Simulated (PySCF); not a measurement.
# Geometry relaxation, with input and output: C2H4O2Si

The run: geometry relaxation of C2H4O2Si. Method and program: PBE0-D3(BJ)/def2-SVP geometry optimisation, gas phase (PySCF 2.14.0).

It belongs to a series of runs on one base structure; here: H on Si replaced by CHO.

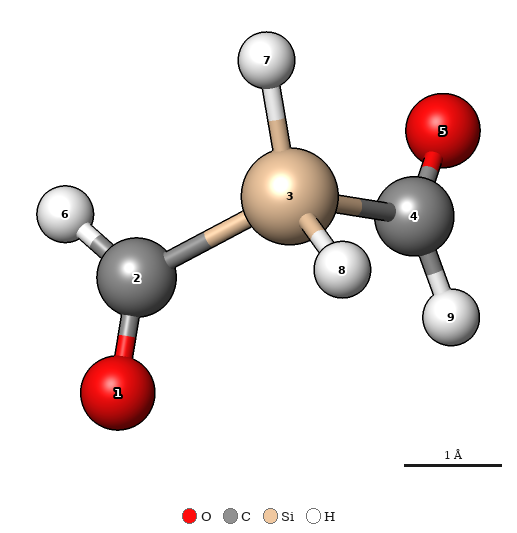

*The input geometry (ball-and-stick view, seen at a tilt; atoms are numbered from 1 in the order of the input).*

Bond lengths as drawn: C–H 1.11 to 1.12 Å, C–O 1.19 to 1.21 Å, C–Si 1.92 to 1.97 Å and H–Si 1.45 to 1.46 Å.

**Key numbers**

| quantity | value |
| --- | --- |
| outcome | converged |
| total energy | −517.861741 hartree |
| dipole moment | 1.34 D |
| point group | C1 |
| hardware | 1 CPU thread, shared host |
| wall time | 29 s |
| peak memory | 0.39 GiB |

**Input**
```
{"job": {"xc": "PBE0", "basis": "def2-SVP", "d3": "d3bj", "grid": 1, "shake": 0.01, "kind": "geom"}, "charge": 0, "multiplicity": 1}
O     -1.769180    -1.299910     0.908780
C     -1.404400    -0.685150    -0.068350
Si    -0.168860     0.778690     0.014890
C      1.587960    -0.111280     0.015600
O      2.291730    -0.159210    -0.939150
H     -1.753030    -0.989890    -1.075040
H     -0.291400     1.607440    -1.166280
H     -0.276170     1.471200     1.298470
H      1.841170    -0.629040     0.977350
```

The first line tells a small driver script what to run in PySCF; the rest is the geometry in Å.

Launch command:
```bash
OMP_NUM_THREADS=1 python <driver script> task.json out
```

**Log**
```
step   0  E = -517.85927662  max force = 0.027682
step   1  E = -517.86124028  max force = 0.012963
step   2  E = -517.86152033  max force = 0.002150
step   3  E = -517.86156951  max force = 0.003819
step   4  E = -517.86164015  max force = 0.002729
step   5  E = -517.86167477  max force = 0.001277
step   6  E = -517.86169589  max force = 0.001111
step   7  E = -517.86172330  max force = 0.001816
step   8  E = -517.86173136  max force = 0.000934
step   9  E = -517.86174088  max force = 0.000861
step  10  E = -517.86174061  max force = 0.000428
optimisation converged
```

**Trajectory as extended XYZ (Å, eV, eV/Å), 11 frames, from step=0 to step=10**
```
9
Properties=species:S:1:pos:R:3:forces:R:3 step=0 energy=-14091.66868
O    -1.7692   -1.2999    0.9088    0.1948   0.2418  -0.2612
C    -1.4044   -0.6852   -0.0683   -0.1980  -0.1905   0.7022
Si   -0.1689    0.7787    0.0149    0.7182  -0.8172   0.3078
C     1.5880   -0.1113    0.0156   -1.4235   0.2610   0.7527
O     2.2917   -0.1592   -0.9392    0.9152  -0.0962  -0.9494
H    -1.7530   -0.9899   -1.0750   -0.1702  -0.1832  -0.4904
H    -0.2914    1.6074   -1.1663   -0.0895   0.5512  -0.6214
H    -0.2762    1.4712    1.2985   -0.1838   0.3355   0.4270
H     1.8412   -0.6290    0.9774    0.2368  -0.1023   0.1327
9
Properties=species:S:1:pos:R:3:forces:R:3 step=1 energy=-14091.72211
O    -2.0340   -0.9347    0.9465   -0.3122  -0.3327   0.6454
C    -1.4907   -0.5517   -0.0473    0.1940   0.2932  -0.6666
Si   -0.0548    0.7421    0.0209    0.0029   0.0864  -0.0876
C     1.5915   -0.2798    0.0047    0.1851   0.0407  -0.1197
O     2.2979   -0.3622   -0.9700   -0.1938  -0.0117   0.1799
H    -1.8138   -0.9337   -1.0589    0.0502  -0.0261   0.0277
H    -0.1109    1.6287   -1.1795    0.0535  -0.0379   0.0329
H    -0.1943    1.5001    1.2965    0.0407  -0.0119   0.0147
H     1.8675   -0.8235    0.9526   -0.0203   0.0002  -0.0268
9
Properties=species:S:1:pos:R:3:forces:R:3 step=2 energy=-14091.72974
O    -2.0253   -0.9690    0.9464    0.0358   0.0188   0.0449
C    -1.4930   -0.5457   -0.0467    0.0313  -0.0715  -0.1106
Si   -0.0568    0.7555    0.0201   -0.0925   0.0684   0.0618
C     1.5820   -0.2736    0.0106   -0.0417  -0.0349  -0.0695
O     2.2661   -0.3730   -0.9754    0.0060  -0.0288   0.0455
H    -1.7945   -0.9387   -1.0597   -0.0006   0.0373   0.0178
H    -0.0952    1.6361   -1.1820    0.0254  -0.0164   0.0021
H    -0.1807    1.5151    1.2966    0.0060   0.0057   0.0064
H     1.8558   -0.8213    0.9558    0.0302   0.0214   0.0017
9
Properties=species:S:1:pos:R:3:forces:R:3 step=3 energy=-14091.73107
O    -1.9914   -0.9787    0.9518    0.0329   0.0200  -0.1964
C    -1.4892   -0.5472   -0.0566    0.0739  -0.0327   0.1884
Si   -0.0639    0.7647    0.0210   -0.0547   0.0405  -0.0374
C     1.5696   -0.2735    0.0076    0.0066  -0.0749   0.0587
O     2.2584   -0.3939   -0.9715   -0.0133   0.0175  -0.0691
H    -1.7956   -0.9393   -1.0672   -0.0482   0.0086   0.0375
H    -0.0915    1.6459   -1.1792    0.0156   0.0204  -0.0126
H    -0.1800    1.5194    1.3016   -0.0115  -0.0156  -0.0089
H     1.8421   -0.8122    0.9579   -0.0012   0.0162   0.0397
9
Properties=species:S:1:pos:R:3:forces:R:3 step=4 energy=-14091.73300
O    -1.9779   -0.9975    0.9457    0.0611   0.0290  -0.1242
C    -1.4796   -0.5493   -0.0569   -0.0289  -0.0169   0.1403
Si   -0.0665    0.7721    0.0213    0.0042  -0.0015  -0.0008
C     1.5615   -0.2767    0.0107   -0.0095   0.0055   0.0584
O     2.2387   -0.4073   -0.9750    0.0109  -0.0222  -0.0575
H    -1.7934   -0.9302   -1.0681   -0.0202  -0.0021  -0.0145
H    -0.0863    1.6513   -1.1807    0.0029   0.0111  -0.0059
H    -0.1796    1.5262    1.3022   -0.0218  -0.0074  -0.0069
H     1.8414   -0.8032    0.9664    0.0013   0.0045   0.0111
9
Properties=species:S:1:pos:R:3:forces:R:3 step=5 energy=-14091.73394
O    -1.9472   -1.0241    0.9367    0.0201   0.0091   0.0072
C    -1.4686   -0.5478   -0.0609   -0.0467  -0.0167   0.0151
Si   -0.0687    0.7833    0.0224    0.0657  -0.0154   0.0071
C     1.5523   -0.2794    0.0167   -0.0225   0.0257   0.0248
O     2.2104   -0.4390   -0.9781    0.0078  -0.0229  -0.0107
H    -1.7927   -0.9147   -1.0738   -0.0061   0.0068  -0.0376
H    -0.0800    1.6619   -1.1808   -0.0029   0.0020   0.0044
H    -0.1860    1.5348    1.3036   -0.0243   0.0020  -0.0001
H     1.8390   -0.7897    0.9797    0.0089   0.0093  -0.0102
9
Properties=species:S:1:pos:R:3:forces:R:3 step=6 energy=-14091.73451
O    -1.9311   -1.0365    0.9288   -0.0062  -0.0118   0.0419
C    -1.4648   -0.5464   -0.0672   -0.0340   0.0048  -0.0421
Si   -0.0670    0.7868    0.0232    0.0571  -0.0241   0.0059
C     1.5497   -0.2819    0.0235   -0.0205   0.0329   0.0019
O     2.1948   -0.4617   -0.9767    0.0084  -0.0186   0.0116
H    -1.7990   -0.8999   -1.0825    0.0000   0.0077  -0.0148
H    -0.0727    1.6666   -1.1792    0.0006  -0.0011   0.0062
H    -0.1950    1.5366    1.3041   -0.0179   0.0040   0.0023
H     1.8436   -0.7781    0.9914    0.0124   0.0061  -0.0130
9
Properties=species:S:1:pos:R:3:forces:R:3 step=7 energy=-14091.73526
O    -1.9239   -1.0498    0.9131   -0.0166  -0.0159   0.0598
C    -1.4664   -0.5435   -0.0784   -0.0126   0.0146  -0.0934
Si   -0.0623    0.7856    0.0244    0.0067  -0.0288  -0.0031
C     1.5523   -0.2842    0.0342    0.0221   0.0003  -0.0044
O     2.1871   -0.4913   -0.9678   -0.0194   0.0148   0.0175
H    -1.8144   -0.8751   -1.0975    0.0097   0.0106   0.0118
H    -0.0600    1.6685   -1.1758    0.0032  -0.0029   0.0038
H    -0.2111    1.5337    1.3041    0.0047   0.0024   0.0042
H     1.8571   -0.7584    1.0091    0.0021   0.0049   0.0038
9
Properties=species:S:1:pos:R:3:forces:R:3 step=8 energy=-14091.73548
O    -1.9270   -1.0493    0.9000   -0.0400  -0.0362   0.0177
C    -1.4723   -0.5417   -0.0923    0.0441   0.0480  -0.0475
Si   -0.0583    0.7786    0.0254   -0.0441  -0.0182   0.0008
C     1.5581   -0.2861    0.0477   -0.0107   0.0174  -0.0331
O     2.1840   -0.4986   -0.9588    0.0159  -0.0083   0.0308
H    -1.8278   -0.8601   -1.1132   -0.0004  -0.0026   0.0311
H    -0.0466    1.6643   -1.1724    0.0167   0.0001   0.0005
H    -0.2238    1.5260    1.3037    0.0066   0.0015   0.0032
H     1.8722   -0.7477    1.0254    0.0119  -0.0018  -0.0035
9
Properties=species:S:1:pos:R:3:forces:R:3 step=9 energy=-14091.73574
O    -1.9390   -1.0509    0.8900   -0.0092  -0.0051  -0.0095
C    -1.4771   -0.5411   -0.0984    0.0222   0.0171  -0.0093
Si   -0.0583    0.7740    0.0260   -0.0443  -0.0105  -0.0009
C     1.5617   -0.2853    0.0526    0.0143  -0.0056  -0.0073
O     2.1935   -0.4990   -0.9498   -0.0032   0.0061   0.0086
H    -1.8320   -0.8537   -1.1205    0.0021  -0.0017   0.0111
H    -0.0401    1.6612   -1.1706    0.0088   0.0014  -0.0016
H    -0.2275    1.5213    1.3040    0.0105  -0.0015   0.0012
H     1.8773   -0.7411    1.0324   -0.0012  -0.0002   0.0077
9
Properties=species:S:1:pos:R:3:forces:R:3 step=10 energy=-14091.73573
O    -1.9512   -1.0526    0.8753    0.0100   0.0134  -0.0220
C    -1.4806   -0.5405   -0.1083   -0.0008  -0.0090   0.0219
Si   -0.0600    0.7699    0.0270   -0.0166   0.0026   0.0006
C     1.5637   -0.2846    0.0613    0.0106  -0.0110   0.0087
O     2.2013   -0.4968   -0.9376   -0.0037   0.0059  -0.0054
H    -1.8311   -0.8491   -1.1324    0.0028  -0.0015  -0.0111
H    -0.0310    1.6587   -1.1683    0.0003   0.0021  -0.0009
H    -0.2316    1.5166    1.3052    0.0037  -0.0025   0.0001
H     1.8788   -0.7362    1.0433   -0.0064   0.0002   0.0081
```

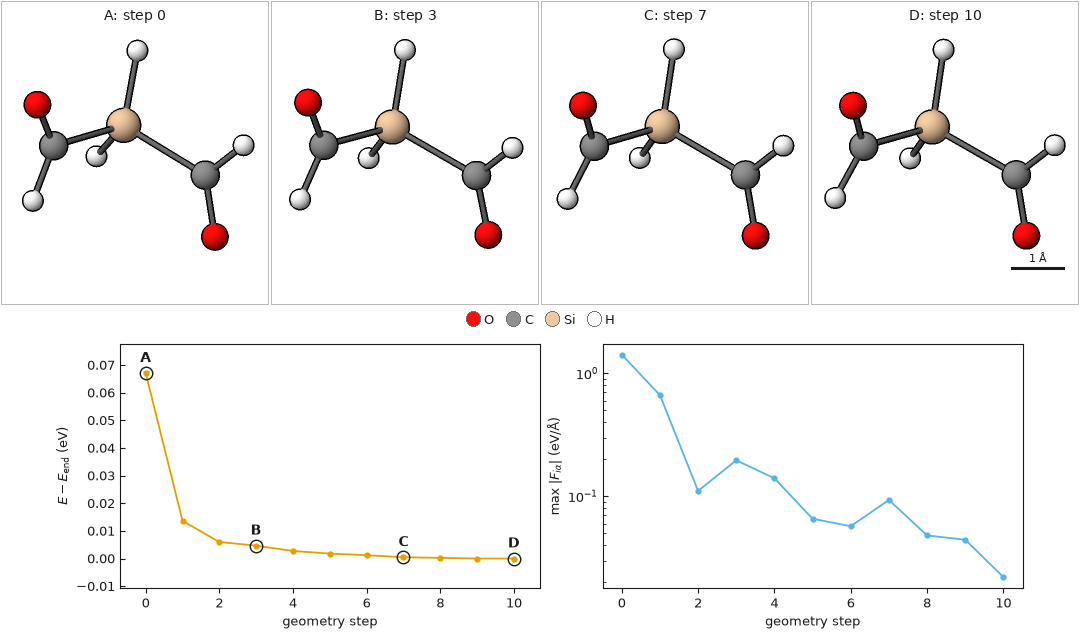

*Frames of the relaxation (ball-and-stick view, seen at an oblique angle) above the curves, on which the letters mark them (steps are counted from 0).*

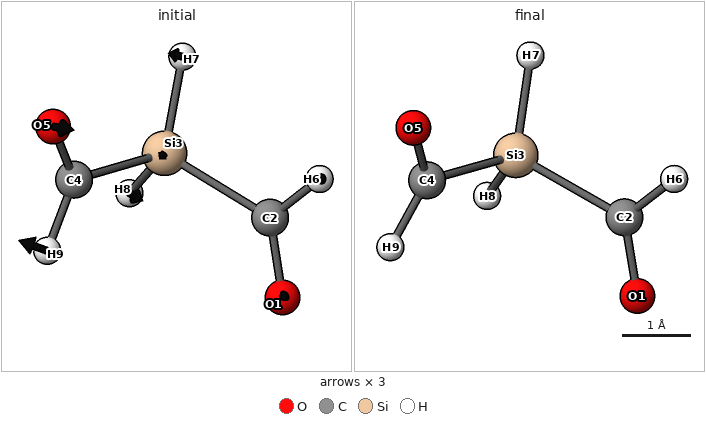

*Before (left) and after (right) the relaxation, at one scale (ball-and-stick view, seen at an oblique angle). The black arrows give the displacements, magnified 3 times.*

The atom that moves furthest after the best rigid fit is H9 (0.16 Å). Largest moves by element: H 0.16 Å, O 0.12 Å, Si 0.04 Å, C 0.02 Å. Among the contacts that change: Si3–H7 1.448 → 1.490 Å, Si3–C4 1.969 → 1.936 Å, Si3–H8 1.462 → 1.490 Å, C2–Si3 1.917 → 1.937 Å. Among the angles that change: C4–Si3–H8 106.2° → 110.7°, Si3–C4–H9 114.2° → 117.9°, H7–Si3–H8 116.0° → 113.0°. After 10 geometry steps the energy has fallen by 0.067 eV. Largest force component: 1.4 eV/Å at the start, 0.022 eV/Å at the end. (Atoms are counted from 1 in the order of the input.)
